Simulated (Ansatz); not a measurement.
Ti2Al3N5

The calculation's input:

```
crystal:
  lattice:
    - [1.4567499849, 0.8410549959, 12.1630904452]
    - [-1.4567499849, 0.8410549959, 12.1630904452]
    - [0.0, -1.6821099918, 12.1630904452]
  atoms:
    - { symbol: Ti, position: [0.0995452684, 0.0995452684, 0.0995452684] }
    - { symbol: Ti, position: [0.9004547316, 0.9004547316, 0.9004547316] }
    - { symbol: Al, position: [0.6989386691, 0.6989386691, 0.6989386691] }
    - { symbol: Al, position: [0.3010613309, 0.3010613309, 0.3010613309] }
    - { symbol: Al, position: [0.5, 0.5, 0.5] }
    - { symbol: "N", position: [0.396738251, 0.396738251, 0.396738251] }
    - { symbol: "N", position: [0.0, 0.0, 0.0] }
    - { symbol: "N", position: [0.603261749, 0.603261749, 0.603261749] }
    - { symbol: "N", position: [0.1978933419, 0.1978933419, 0.1978933419] }
    - { symbol: "N", position: [0.8021066581, 0.8021066581, 0.8021066581] }
basis:
  ecutwfc: 420
kpoints:
  mp_grid: { grid: [12, 12, 12] }
hamiltonian:
  xc: pbe
scf:
  occupations: { method: gaussian, width: 0.1 }
output:
  forces: true
  stress: true
  eigenvalues: true
  write_density: true
  write_potential: true
  elf: true
  volumetric_format: npy
relax:
  adjacent_minimum: "off"
  f_tol: 0.01
  max_steps: 80
  cell: { stress_tol: 0.05 }
```

Command:

```sh
ansatz run input.yaml --threads 4 --pin off --max-ram 8192MiB --backend cpu --events-out ev --progress --plain --runs-dir out
```

Below, planes, directions and counts refer to the conventional cell (a = 2.91 Å, b = 2.91 Å, c = 36.51 Å, α = 90.00°, β = 90.00°, γ = 120.00°).

The fields are those of the run's last geometry, not of the input's.

Space group R-3m; a structure generated by program, which may or may not match a known phase; computed without spin polarisation.

All numbers below come from DFT PBE, scalar-relativistic, plane waves, PAW in Ansatz 0.2.0.

### What will maps of the valence pseudo-density and electron localisation function show?

Ti–Ti (2.91 Å): the density is about 0.2 e/Å³ at the midpoint; the ELF is about 0.15 at the midpoint (no localised pair shows between them).

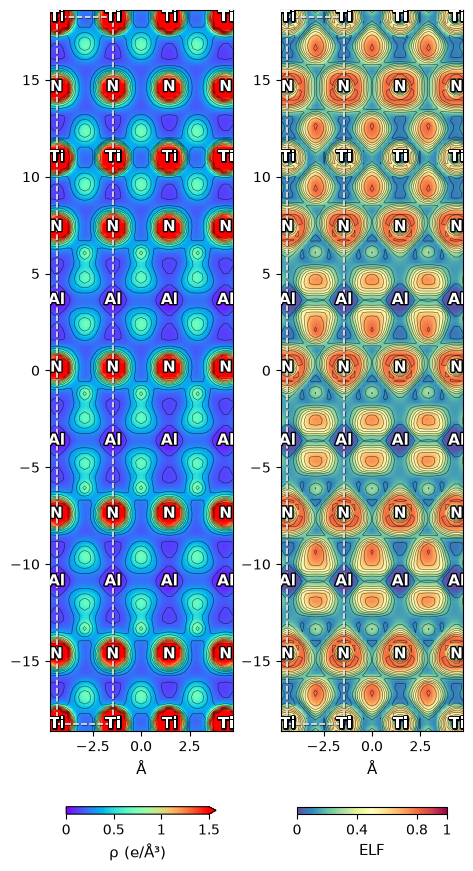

Computed valence pseudo-density and electron localisation function on the (010) plane of the conventional cell, in this order. Atoms just off the plane (Ti, 0.8 Å away, Al, 0.8 Å away and N, 0.8 Å away) can leave unmarked features too.

In a PAW calculation such maps are meaningful between the atoms, not at the nuclei.
